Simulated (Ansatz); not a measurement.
# SiO2 (silicon dioxide molecule): HSE06/STO-3G

What is the vertical ionisation energy of SiO2 (silicon dioxide molecule) at HSE06/STO-3G? 

Program for the calculation: Ansatz 0.2.0.

37 further runs of the same task are left out: 8 that didn't finish, 29 set aside as unsound or not needed.

**1. The system as given**

SiO2 has 3 atoms, charge 0, and is taken as a singlet. SMILES: `O=[Si]=O`. The coordinates come from a GFN2-xTB relaxation.

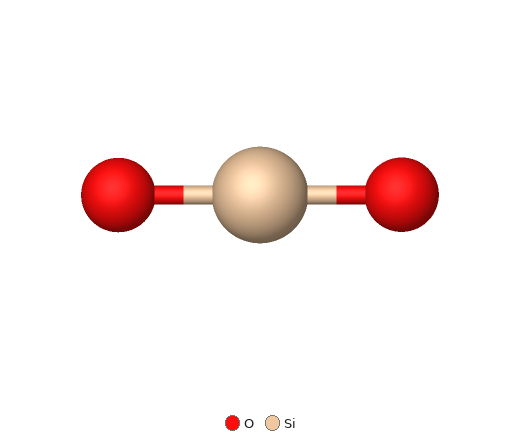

Viewed from a chosen angle; oxygen red, silicon light orange.

**2. The energy at HSE06/STO-3G**

Contents of molecule.yaml:

```yaml
basis:
  gaussian:
    orbitals: STO-3G
crystal:
  periodic: [false, false, false]
  atoms:
    - symbol: O
      position_ang: [0.691230, 1.217290, 0.513740]
    - symbol: Si
      position_ang: [-0.000730, 0.000440, -0.000160]
    - symbol: O
      position_ang: [-0.690510, -1.217740, -0.513580]
hamiltonian:
  xc: {name: HSE06}
accuracy: high
```

Started as:

```
$ ansatz run molecule.yaml --threads 1 --pin off --max-ram 2610MiB --events-out events.jsonl --progress --plain --runs-dir runs
```

Standard output:

```text
Warning: RAYON_NUM_THREADS=1 ignored (pool sized by the plan → 1); use --threads N
Functional definition: HSE06
  name "HSE06"
  parameter a = 0.25
  parameter omega = 0.11/bohr
  exchange = pbe_x - a*pbe_x_sr(omega) + a*exact_x_sr(omega)
  correlation = pbe_c
324 factors; integrals over basis functions are off by at most 2.5e-8 eV
47 factors; integrals over basis functions are off by at most 1.3e-9 eV
mean field evaluation 1: about -11805.3436 eV, gradient 4.5e1 eV
mean field evaluation 2: about -11788.0833 eV, gradient 8.0e1 eV
mean field evaluation 4: about -11812.9713 eV, gradient 3.2e-1 eV
mean field evaluation 8: about -11812.9767 eV, gradient 1.5e-2 eV
mean field evaluation 16: about -11812.9767 eV, gradient 5.1e-7 eV
mean field -11812.97668760 eV, -434.1188861460 hartree, gradient 4.7e-9 eV, S^2 0.000000; 0 other end points of the search recorded, 0 dependent functions left out
reference -11812.97668880 eV, -434.1188861902 hartree; 15, 15 occupied and 4, 4 virtual orbitals, 324 factors
Total energy: -11812.97668880 eV, -434.1188861902 hartree
```

Wall time 1.1 s (1 thread of AMD EPYC 7R43 (Zen 3), shared host); peak memory 0.1 GiB.

**3. The doublet cation, same level**

Contents of input.yaml:

```yaml
crystal:
  periodic: [false, false, false]
  atoms:
    - {symbol: O, position_ang: [0.691230, 1.217290, 0.513740]}
    - {symbol: Si, position_ang: [-0.000730, 0.000440, -0.000160]}
    - {symbol: O, position_ang: [-0.690510, -1.217740, -0.513580]}
basis:
  gaussian:
    orbitals: STO-3G
total_charge: 1
magnetization:
  spin_polarized: true
  initial_magnetization: 1
hamiltonian:
  xc: hse06
accuracy: high
```

Started as:

```
$ ansatz run input.yaml --threads 1 --pin off --max-ram 2610MiB --events-out events.jsonl --progress --plain --runs-dir runs
```

Standard output, cut to the lines that bear on the results:

```text
Warning: RAYON_NUM_THREADS=1 ignored (pool sized by the plan → 1); use --threads N
[... 2 set-up lines as earlier in the session ...]
[...]
324 factors; integrals over basis functions are off by at most 2.5e-8 eV
47 factors; integrals over basis functions are off by at most 1.3e-9 eV
[...]
mean field -11805.31725646 eV, -433.8374072433 hartree, gradient 1.7e-10 eV, S^2 0.827572; 3 other end points of the search recorded, 0 dependent functions left out
reference -11805.31725770 eV, -433.8374072891 hartree; 15, 14 occupied and 4, 5 virtual orbitals, 324 factors
Total energy: -11805.31725770 eV, -433.8374072891 hartree
```

Run time: 48 s. Hardware: 1 thread of AMD EPYC 7R43 (Zen 3), shared host; peak memory 0.14 GiB.

**4. Summary of results**

At HSE06/STO-3G:

| quantity | value |
| --- | --- |
| singlet SiO2: total energy | -434.11889 Eh |
| doublet cation: total energy | -433.83741 Eh |
| doublet cation: ⟨S²⟩ | 0.828 |
| vertical ionisation energy (to the doublet cation) | 7.659 eV |

Removing an electron at fixed nuclei costs 7.66 eV (739 kJ/mol). In a minimal basis such a difference can be off by several eV, whatever the method.
